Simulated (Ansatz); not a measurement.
# From PBE to G0W0: GeH5CI3N2 (CH(NH2)2GeI3), part 2 of 3

How far does one-shot GW move the PBE gap of GeH5CI3N2 (CH(NH2)2GeI3)?

Ansatz 0.2.0; PBE, then G0W0 on it, plane waves, PAW. Known limits of the many-body steps: finite bands, screening cutoff and k mesh; no spin-orbit coupling in G0W0.

So far. Step 2 (Relaxation): The program's warnings for this run: band table not solved further.

The structure was built from a prototype and need not be the compound's stable phase.

## (3) Bands along the symmetry lines

Levels along a band path and on the mesh show where this functional puts the band edges.

This step: DFT, PBE, plane waves, PAW; PAW set soft_1.

File input.yaml:

```yaml
crystal:
  lattice:
    - [6.2426137081, -0.3443275199, 0.4347831511]
    - [-0.3443275199, 6.2402452605, -0.2809554538]
    - [0.4347831511, -0.2809554538, 6.167609325]
  atoms:
    - { symbol: C, position: [-0.0492809021, 0.9526303513, 0.0035782316] }
    - { symbol: H, position: [-0.1702687633, 0.8124871798, 0.0144984382] }
    - { symbol: "N", position: [0.9282474159, 0.0968389941, 0.8696992283] }
    - { symbol: "N", position: [0.1078122436, -0.0347414838, 0.1247833199] }
    - { symbol: H, position: [0.8054394521, 1.0719696822, -0.2256096269] }
    - { symbol: H, position: [0.1103539889, 0.8485623988, 0.2291842558] }
    - { symbol: H, position: [1.0348900245, 0.2315550375, 0.8495162952] }
    - { symbol: H, position: [0.2267996913, 0.0914858156, 1.121637322] }
    - { symbol: Ge, position: [0.545235766, 0.4425746641, 0.5334087402] }
    - { symbol: I, position: [0.4580414767, 0.4824488501, -0.0157041641] }
    - { symbol: I, position: [0.5123656971, -0.0020323141, 0.4973282727] }
    - { symbol: I, position: [-0.0106998495, 0.5205528182, 0.4949196644] }
kpoints:
  mp_grid: { grid: [4, 4, 4] }
  band_path:
    path:
      - [[0.0, 0.0, 0.0], [0.5, 0.0, 0.0], [0.5, 0.5, 0.0], [0.0, 0.0, 0.0], [0.5, 0.5, 0.5], [0.5, 0.0, 0.0]]
      - [[0.5, 0.5, 0.0], [0.5, 0.5, 0.5]]
    npoints: 10
hamiltonian:
  xc: pbe
  pseudopotentials: { kind: paw, azcp: { folder: soft_1 } }
scf:
  occupations: { method: fermi_dirac, width: 0.02 }
  n_extra_bands: 8
output:
  eigenvalues: true
  forces: true
  stress: true
  write_density: true
  write_potential: true
  elf: true
  volumetric_format: npy
```

Started as:

```sh
ansatz run input.yaml --threads 2 --pin off --max-ram 92160MiB --backend cuda --events-out ev --progress --plain --runs-dir out --devices 1 --max-vram 13GiB
```

Numbers of over 12 decimals in the logs are rounded to 6 here.

Log:

```text
[...]
GPUs: using 1 of 1 available (devices: 1).
[...]
GPU FFT provider: cuFFT
GPU libraries: cuBLAS 13.8.2, cuFFT 12.4.0, cuSOLVER 12.3.4
Crystal: 12 atoms, lattice volume = 237.942 Å³
Basis set: ecut = 420 eV, 4659 PW (Γ), exchange–correlation on 90×90×90 points (8 copies of the dense FFT grid, shifted against one another)
Bands: 50, of which v1, the nominal top of the filled ones, is band 42 counted from 1 (41 counted from 0)
Symmetry: 1 space group operations
[...]
k-points: 36 of 64 (time reversal used)
[...]
GPU buffer pool allocated for 91125 grid points (all kernels)
[...]
SCF iter   1: F=—  HF=-27938.839107 eV  |F-HF|=—  |Δ(HF+E_count)|=         —  Δρ=6.61e-2  dr2=9.83e0  ethr=3.10e-3  ⟨swp⟩=9.4  Hψ=8088  notcnv=0
[...]
SCF iter  11: F=-27935.974535 eV  HF=-27935.974535 eV  |F-HF|=1.64e-8  |Δ(HF+E_count)|=   4.58e-8  Δρ=1.59e-6  dr2=9.57e-9  ethr=1.19e-10  ⟨swp⟩=13.2  Hψ=18165  notcnv=0
SCF 1 converged in 11 iterations: F = -27935.974535 eV  dr2 = 9.57e-9
[...]
NSCF: frozen V_eff on 62 k-points
SCF converged after 11 iterations
Free energy (F): -27935.974535 eV
[...]
Internal energy: -27935.974535 eV  (E = F + TS)
E sigma→0 (E₀):  -27935.974535 eV
Fermi energy:    4.273538 eV
[...]
--- Forces (eV/Å), atoms counted from 1 ---
  atom   1  C      0.00005433     0.00246669     0.00002593
  atom   2  H      0.00610239     0.00610868     0.00042119
  atom   3  N      0.00495248    -0.00648214     0.01072052
  atom   4  N     -0.00367746     0.00212076    -0.00833207
  atom   5  H      0.00585577    -0.00282267     0.00590731
  atom   6  H     -0.00557702     0.00168401    -0.00642446
  atom   7  H     -0.00343912    -0.00414037     0.00110833
  atom   8  H     -0.00893883    -0.00540037    -0.00364881
  atom   9  Ge    -0.02551358     0.03648581    -0.02344781
  atom  10  I      0.01940933    -0.01018201     0.00534989
  atom  11  I      0.01029288    -0.01035277     0.01335385
  atom  12  I      0.00049991    -0.00944677     0.00495851
  max |Σ_I F_I| component: 3.88e-5 eV/Å
--- Stress (GPa, compression-positive) ---
        0.997422      -0.005677      -0.052968
       -0.005686       0.979202       0.025903
       -0.052960       0.025911       0.963594
  P = ⅓ Tr σ = 0.9801 GPa (9.801 kbar)
--- Band table (eV; the first three rows and the last of 36) ---
  k-point 0: bands = [... 38 lower, 2.2234, 2.4261, 2.5651, 2.6699, 6.4918, 6.8285, 7.5660, 7.6973, ... 4 higher]
  k-point 1: bands = [... 38 lower, 2.1988, 2.3082, 2.4831, 2.5520, 6.5213, 6.7528, 7.3649, 7.9597, ... 4 higher]
  k-point 2: bands = [... 38 lower, 2.0223, 2.1360, 2.4990, 2.8468, 5.9750, 6.5471, 7.3064, 8.1397, ... 4 higher]
  k-point 35: bands = [... 38 lower, 2.6059, 2.8506, 2.8823, 3.4846, 5.0625, 5.3958, 5.6286, 6.5991, ... 4 higher]
```

Elapsed: 12 s, on 1 × NVIDIA H100 80GB HBM3 (shared by 6 runs) with 2 threads of AMD EPYC 7R13 (Zen 3), shared host; peak memory 1.1 GiB; 16 s of CPU time.

Reading the cycles: dr2 is the Hartree energy of the density residual (eV), the measure of convergence; HF is the Harris–Foulkes estimate of the energy, which meets the free energy F at convergence.

Numbers from this step:

```
pressure             : 0.9801 GPa
filled bands         : 42
gap                  : 1.577 eV
valence top at       : R
conduction bottom at : k = (0.500, 0.500, 0.450)
least direct gap     : 1.578 eV
```

Over mesh and path the gap is 1.577 eV, from k = (0.500, 0.500, 0.500) to k = (0.500, 0.500, 0.450), and equal within 1 meV to the least direct gap at k = (0.500, 0.500, 0.500).

The electronic bands at the labelled points (eV, zero at the top of the highest nominally filled band):

```
    point  band 39  band 40  band 41  band 42  band 43  band 44  band 45  band 46
        Γ    -1.26    -1.06    -0.92    -0.81     3.01     3.34     4.08     4.21
        X    -1.43    -1.23    -0.98    -0.74     2.48     3.14     4.07     4.58
        M    -1.50    -1.38    -0.71    -0.31     1.90     2.35     3.28     4.28
        Γ    -1.26    -1.06    -0.92    -0.81     3.01     3.34     4.08     4.21
        R    -0.88    -0.63    -0.60     0.00     1.58     1.91     2.14     3.11
        X    -1.43    -1.23    -0.98    -0.74     2.48     3.14     4.07     4.58
jump to M    -1.50    -1.38    -0.71    -0.31     1.90     2.35     3.28     4.28
        R    -0.88    -0.63    -0.60     0.00     1.58     1.91     2.14     3.11
```

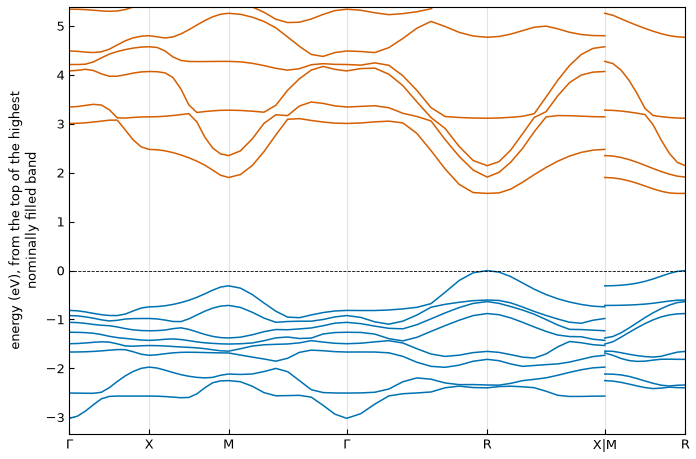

Electronic bands along the path; lines of filled and empty bands in two colours.

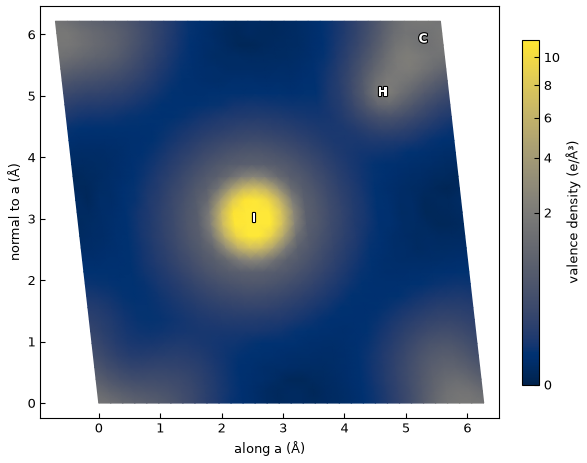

Valence density in the ab plane at fractional z = 0.004, with atoms of C and H and I within 0.2 Å of it. It is the smooth field of the valence electrons, not physical close to the nuclei. The colour scale is stretched toward low values.

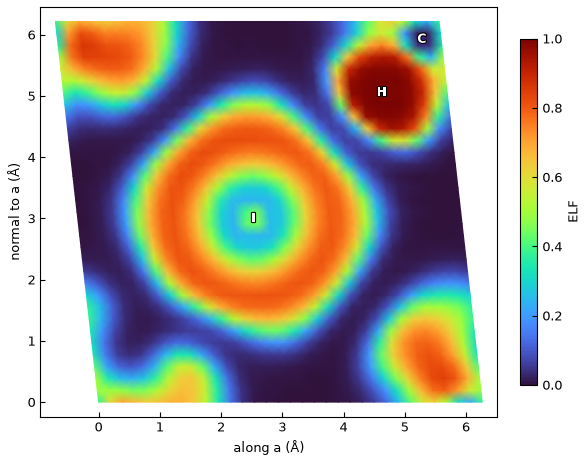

ELF in the ab plane at fractional z = 0.004, with atoms of C and H and I within 0.2 Å of it. It is the smooth field of the valence electrons, not physical close to the nuclei.

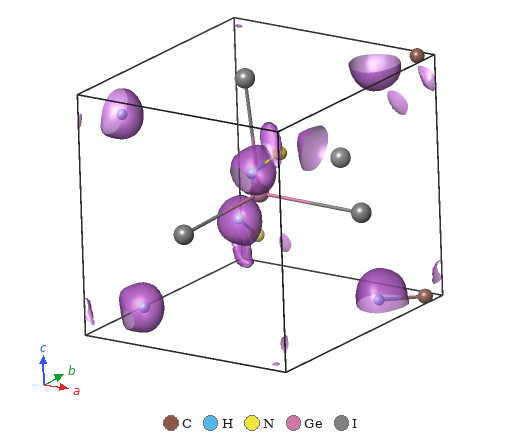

Surface of ELF = 0.85. Bonds to atoms that aren't drawn are left out.

## (4) G0W0 on the 4×4×4 mesh

G0W0 replaces the xc potential by a self-energy built once from the orbitals of the start. Levels are corrected in the window of bands that the input names, at points of the mesh.

This step: G0W0 on PBE, plane waves, PAW; PAW set soft_1.

Changes to input.yaml since step 3:

```diff
@@ -20,7 +20,2 @@
   mp_grid: { grid: [4, 4, 4] }
-  band_path:
-    path:
-      - [[0.0, 0.0, 0.0], [0.5, 0.0, 0.0], [0.5, 0.5, 0.0], [0.0, 0.0, 0.0], [0.5, 0.5, 0.5], [0.5, 0.0, 0.0]]
-      - [[0.5, 0.5, 0.0], [0.5, 0.5, 0.5]]
-    npoints: 10
 hamiltonian:
@@ -29,11 +24,8 @@
 scf:
-  occupations: { method: fermi_dirac, width: 0.02 }
-  n_extra_bands: 8
-output:
-  eigenvalues: true
-  forces: true
-  stress: true
-  write_density: true
-  write_potential: true
-  elf: true
-  volumetric_format: npy
+  occupations: { method: fixed }
+gw:
+  n_empty_bands: 800
+  ecut_chi: 130.0
+  qp_bands: [v4, c4]
+  qp_kpoints: band_edges
+  screening: { model: contour_deformation }
```

Log:

```text
GPUs: using 1 of 1 available (devices: 1).
[...]
GPU FFT provider: cuFFT
GPU libraries: cuBLAS 13.8.2, cuFFT 12.4.0, cuSOLVER 12.3.4
Crystal: 12 atoms, lattice volume = 237.942 Å³
Basis set: ecut = 420 eV, 4659 PW (Γ)
Bands: 54, of which v1, the nominal top of the filled ones, is band 42 counted from 1 (41 counted from 0)
Symmetry: 1 space group operations
[...]
k-points: 36 of 64 (time reversal used)
[...]
GPU buffer pool allocated for 91125 grid points (all kernels)
[...]
SCF iter   1: F=—  HF=-27938.839662 eV  |F-HF|=—  |Δ(HF+E_count)|=         —  Δρ=6.61e-2  dr2=9.83e0  ethr=3.10e-3  ⟨swp⟩=5.4  Hψ=6645  notcnv=0  defer=343
[...]
SCF iter  10: F=-27935.974601 eV  HF=-27935.974601 eV  |F-HF|=1.40e-7  |Δ(HF+E_count)|=   3.18e-7  Δρ=4.29e-6  dr2=6.22e-8  ethr=1.19e-10  ⟨swp⟩=15.0  Hψ=11778  notcnv=0
SCF 1 converged in 10 iterations: F = -27935.974601 eV  dr2 = 6.22e-8
[...]
the band table was solved once the SCF had ended and its energy, with any forces and stress, was formed, with the checks that follow a solve (9108 applications of the Hamiltonian). They found nothing against the state; the energy, forces and stress were not computed again (output.eigenvalues in the input reference)
[...]
G₀W₀ screening: q 1/36
[... further progress lines ...]
SCF converged after 10 iterations
Free energy (F): -27935.974601 eV
[...]
Internal energy: -27935.974601 eV  (E = F + TS)
E sigma→0 (E₀):  -27935.974601 eV
Fermi energy:    3.484565 eV
[...]
--- Band table (eV; the first three rows and the last of 36) ---
  k-point 0: bands = [... 38 lower, 2.2234, 2.4261, 2.5651, 2.6699, 6.4919, 6.8284, 7.5660, 7.6973, ... 8 higher]
  k-point 1: bands = [... 38 lower, 2.1988, 2.3082, 2.4831, 2.5520, 6.5213, 6.7528, 7.3648, 7.9597, ... 8 higher]
  k-point 2: bands = [... 38 lower, 2.0223, 2.1360, 2.4990, 2.8468, 5.9749, 6.5471, 7.3064, 8.1397, ... 8 higher]
  k-point 35: bands = [... 38 lower, 2.6059, 2.8506, 2.8823, 3.4846, 5.0625, 5.3958, 5.6286, 6.5992, ... 8 higher]
--- G₀W₀: contour deformation, 7 samples at zero and on the imaginary axis and 2 off it, 64 q-points, 800 empty bands' worth ---
  eigenvalues of the whole cell's RPA ε∞ on this k-mesh (on a slab, of 1 + 4πα/V) = 4.9577, 5.1155, 5.5070; static W/v taken at q = 0 is 0.192595
  gw.qp_kpoints: band_edges: 23 of 36 stored k-points solved, in 2 passes; an edge of the gap read off the rows below is read off those points alone
    valence top: of the k-points left out ik 23 came nearest to being solved in a further pass, in band 42 (counted from 1, as in the quasiparticle table): it holds the edge there only if its correction is more favourable than any solved in that band by at least 0.667 eV; those differ by 0.340 eV
    conduction bottom: of the k-points left out ik 15 came nearest to being solved in a further pass, in band 43 (counted from 1, as in the quasiparticle table): it holds the edge there only if its correction is more favourable than any solved in that band by at least 1.225 eV; those differ by 1.057 eV
    ik  band        ε_KS         Σx   Σc(E_QP)       V_xc       Z   E_QP_lin       E_QP  E_QP is
     0    39      2.2234   -16.9815     2.0199   -13.9578  0.7354     1.1791     1.2196  root
     0    40      2.4261   -17.2264     1.8896   -14.3226  0.7448     1.3759     1.4119  root
     0    41      2.5651   -17.2087     2.0171   -14.1220  0.7422     1.4532     1.4956  root
     0    42      2.6699   -17.2882     1.8803   -14.3881  0.7444     1.6138     1.6501  root
     0    43      6.4919    -8.4871    -4.1491   -13.8674  0.7657     7.7678     7.7230  root
     0    44      6.8284    -7.4766    -3.8481   -11.6344  0.7563     7.1410     7.1382  root
     0    45      7.5660    -5.6087    -3.7306    -9.6726  0.7877     7.9020     7.8993  root
     0    46      7.6973    -7.3550    -4.0558   -11.7684  0.7451     8.0597     8.0549  root
     2    39      2.0223   -16.8985     2.1946   -13.6480  0.7316     0.9173     0.9665  root
     2    40      2.1360   -16.6692     2.1242   -13.4820  0.7356     1.0246     1.0731  root
     2    41      2.4990   -17.1038     1.9619   -14.0991  0.7422     1.4160     1.4562  root
     2    42      2.8468   -16.6263     1.2703   -14.5140  0.7480     1.9836     2.0047  root
     2    43      5.9749    -8.4419    -3.6033   -12.3310  0.7580     6.2626     6.2606  root
     2    44      6.5471    -8.7391    -4.1900   -14.1569  0.7631     7.8204     7.7749  root
     2    45      7.3064    -7.8002    -4.0494   -12.2192  0.7421     7.6809     7.6759  root
     2    46      8.1397    -8.6386    -4.4397   -13.4488  0.7147     8.5184     8.5102  root
     5    39      1.9984   -16.7752     2.1818   -13.5380  0.7318     0.8935     0.9430  root
     5    40      2.2757   -16.9650     2.0026   -13.9293  0.7389     1.2004     1.2425  root
     5    41      2.5326   -17.1287     2.0187   -14.0533  0.7421     1.4342     1.4760  root
     5    42      2.9755   -16.4356     1.1352   -14.4825  0.7501     2.1389     2.1576  root
     5    43      5.8370    -8.5154    -3.5389   -12.3364  0.7607     6.1210     6.1192  root
     5    44      6.5515    -8.7966    -4.1988   -14.2028  0.7612     7.8034     7.7589  root
     5    45      6.8641    -8.9079    -3.9428   -13.2290  0.7400     7.2477     7.2424  root
     5    46      7.5770    -8.2437    -4.1430   -12.7405  0.7315     7.9355     7.9308  root
     7    39      2.0708   -17.2179     2.1902   -13.9799  0.7337     0.9769     1.0230  root
     7    40      2.3422   -17.3388     2.1264   -14.1637  0.7386     1.2506     1.2935  root
     7    41      2.6022   -17.1327     1.8068   -14.3319  0.7444     1.5738     1.6082  root
     7    42      2.6475   -16.5722     1.4063   -14.2831  0.7455     1.7394     1.7647  root
     7    43      5.7328    -8.4345    -3.5157   -12.2317  0.7612     6.0160     6.0143  root
     7    44      6.6340    -8.9847    -4.2878   -14.5590  0.7592     7.9736     7.9205  root
     7    45      7.1254    -7.5354    -3.9579   -11.8827  0.7509     7.5197     7.5148  root
     7    46      7.9567    -7.8260    -4.1884   -12.3550  0.7313     8.3013     8.2971  root
     8    39      2.0623   -16.9825     2.1852   -13.7451  0.7335     0.9623     1.0101  root
     8    40      2.2960   -16.8634     1.9958   -13.8370  0.7386     1.2232     1.2654  root
     8    41      2.6030   -17.3483     1.9827   -14.3234  0.7435     1.5217     1.5607  root
     8    42      2.8538   -16.3181     1.1547   -14.3393  0.7490     2.0100     2.0297  root
     8    43      5.6144    -8.5167    -3.4579   -12.2446  0.7630     5.8860     5.8845  root
     8    44      6.5605    -8.8278    -4.1565   -14.0814  0.7590     7.6945     7.6576  root
     8    45      6.8012    -8.8347    -3.9719   -13.3529  0.7469     7.3574     7.3475  root
     8    46      7.7651    -8.6415    -4.2709   -13.2742  0.7214     8.1316     8.1270  root
[...]
34    43      5.2132    -8.4211    -3.3137   -11.9625  0.7676     5.4419     5.4410  root
    34    44      5.6356    -8.0665    -3.4247   -11.7372  0.7655     5.8829     5.8817  root
    34    45      6.6728    -9.2233    -4.3092   -14.8605  0.7575     8.0593     8.0008  root
    34    46      6.7973    -8.7384    -3.8672   -12.9356  0.7438     7.1307     7.1272  root
    35    39      2.6059   -17.3030     1.8836   -14.3890  0.7467     1.5390     1.5754  root
    35    40      2.8506   -17.5109     1.9256   -14.5332  0.7467     1.7605     1.7984  root
    35    41      2.8823   -17.4807     1.8640   -14.5919  0.7469     1.8223     1.8575  root
    35    42      3.4846   -16.1167     0.5425   -14.8940  0.7605     2.7944     2.8044  root
    35    43      5.0625    -8.4351    -3.2005   -11.8098  0.7671     5.2372     5.2367  root
    35    44      5.3958    -7.8795    -3.3802   -11.5018  0.7684     5.6391     5.6379  root
    35    45      5.6286    -7.8571    -3.4225   -11.5238  0.7673     5.8740     5.8727  root
    35    46      6.5992    -9.0121    -4.2893   -14.6223  0.7596     7.9763     7.9200  root
```

It took 6.7 min on 1 × NVIDIA H100 80GB HBM3 (shared by 6 runs) with 2 threads; peak memory 7.5 GiB.

Numbers from this step:

```
bands summed                                    : 842
RPA ε∞ on this mesh (eigenvalues)               : 4.958, 5.115, 5.507
plane waves in the screening matrix             : 809
q-points in the mesh                            : 64
G0W0 gap over the corrected points              : 2.432 eV
k of the valence top                            : -0.5, -0.5, -0.5
k of the conduction bottom                      : -0.5, -0.5, -0.5
starting gap on the mesh                        : 1.578 eV
Z at the valence top                            : 0.7605
Z at the conduction bottom                      : 0.7671
least direct G0W0 gap over the corrected points : 2.432 eV
```

Over 23 of 36 irreducible mesh points the G0W0 gap is 2.432 eV, direct, at k = (-0.500, -0.500, -0.500). The PBE gap of this run on the mesh is 1.578 eV. The two states that bound the G0W0 gap lie that far apart at the start, so the correction of the gap is 2.432 − 1.578 = +0.854 eV.

Labels follow the order of the start: v1 is the top filled band, c1 the lowest empty one; levels that stay degenerate share a row, the window can cut a multiplet, doubted levels are not marked in this list, bands outside the window were not corrected, and the list may be a part of the corrected levels. The levels before and after the correction (eV, zero at the valence-band top of each column):

```
           conduction bottom  valence top
Kohn-Sham               1.58         0.00
     G0W0               2.43         0.00
```

```
                         level  occupation  energy (eV)
Kohn-Sham  (-0.5 -0.5 -0.5) v4           2       -0.879
Kohn-Sham  (-0.5 -0.5 -0.5) v3           2       -0.634
Kohn-Sham  (-0.5 -0.5 -0.5) v2           2       -0.602
Kohn-Sham  (-0.5 -0.5 -0.5) v1           2        0.000
Kohn-Sham  (-0.5 -0.5 -0.5) c1           0        1.578
Kohn-Sham  (-0.5 -0.5 -0.5) c2           0        1.911
Kohn-Sham  (-0.5 -0.5 -0.5) c3           0        2.144
Kohn-Sham  (-0.5 -0.5 -0.5) c4           0        3.115
     G0W0  (-0.5 -0.5 -0.5) v4           2       -1.229
     G0W0  (-0.5 -0.5 -0.5) v3           2       -1.006
     G0W0  (-0.5 -0.5 -0.5) v2           2       -0.947
     G0W0  (-0.5 -0.5 -0.5) v1           2        0.000
     G0W0  (-0.5 -0.5 -0.5) c1           0        2.432
     G0W0  (-0.5 -0.5 -0.5) c2           0        2.834
     G0W0  (-0.5 -0.5 -0.5) c3           0        3.068
     G0W0  (-0.5 -0.5 -0.5) c4           0        5.116
```

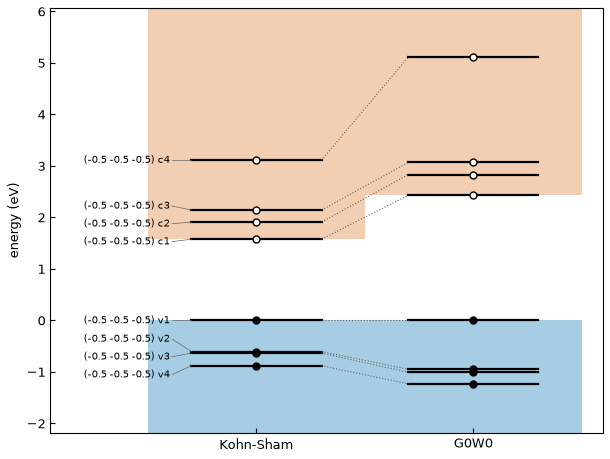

Levels before and after the correction. Shaded: valence and conduction bands. Filled marks are occupied levels, open marks empty ones.

The parts of the quasiparticle energy for the two states that bound the G0W0 gap, in eV on the run's own scale (QP = start + Σx + Σc − Vxc, with Σc at the quasiparticle energy):

```
             edge                         k  band  start       Σx      Σc      Vxc      Z     QP
      valence top  (-0.500, -0.500, -0.500)    42  3.485  −16.117   0.542  −14.894  0.760  2.804
conduction bottom  (-0.500, -0.500, -0.500)    43  5.062   −8.435  −3.200  −11.810  0.767  5.237
```

(Continued in part 3 of 3.)

[Paths, hosts, dates, memory and timing lines, banners, echoed tables and standing remarks are left out of the program output.]

[Logs are printed without paths, hosts, clocks, repeated set-up lines and the standing remarks that a program may print on its own settings, such as how far it seeks lower states.]

[Runs of the session that timed out or met a known fault of the program may be left out.]

[Cells called generated may have been cut or substituted from an entry of the Crystallography Open Database or the Materials Project.]

[Hosts, paths, dates, database ids (printed as entryN), source tags and the programs' standing remarks are cut or masked in the printed files.]

[Where an RPA ε∞ is given, it is that of the G0W0 mesh and is not shown converged in it. Names of k-points follow the symmetry that the program found, which can be lower than the space group named. Band edges on a path are those of the sampled points; other points can move an edge, and change direct to indirect where valleys lie close.]

[Hybrid gaps are those of their k-mesh and are not shown converged in it.]
